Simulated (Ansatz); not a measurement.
**Fields on a plane of NiSi2 (fluorite type, space group Fm-3m)**

```
NiSi2
1.0
    0.00000     2.72225     2.72225
    2.72225     0.00000     2.72225
    2.72225     2.72225     0.00000
Ni Si
1 2
Cartesian
  0.00000   0.00000   0.00000
  1.36113   1.36113   1.36113
  4.08338   4.08338   4.08338
```

The slice is a {110} plane (indices of the conventional cell) through the point (0.000, 0.000, 0.000) (fractional), spanned by u = [100] and v = [1 -1 -1] in vectors of this cell: u (3.85 Å) and v (5.44 Å, at 90° to u). It covers one period; positions are fractions (u, v).

Atoms on it: Ni at (0.00, 0.00); Si at (0.50, 0.75); Si at (0.50, 0.25).

Computed with PBE (plane waves to 420 eV, PAW, scalar-relativistic; Ansatz, a first-principles code). k mesh 15×15×15. Inside the PAW spheres the values are not all-electron values, and peaks at nuclei hang on which shells count as valence. NiSi2 is run without spin polarisation. NiSi2 was relaxed with its symmetry unable to fall.

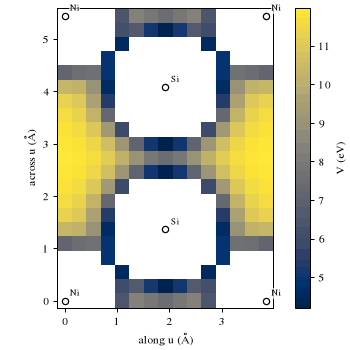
Electrostatic potential energy of an electron, from the cell's mean, in eV, one period of the plane, atoms marked. Points within 1 Å of a nucleus are left white, as the pseudised field means little there. The zero, the cell's mean, hangs on the PAW cores.

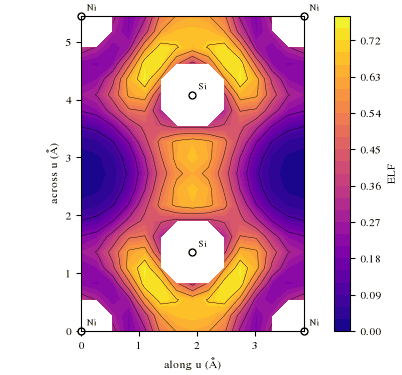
Fig. 1. Electron localisation function (ELF), one period of the plane, atoms marked. Points within 0.5 Å of a nucleus are left white, as the pseudised field means little there.

The density on the Ni–Si line (2.36 Å) at its midpoint is 0.46 e/Å³ and the ELF at that point comes out as 0.5. ELF maximum in the middle third of the Ni–Si line: 0.76, 1.5 Å from Ni.
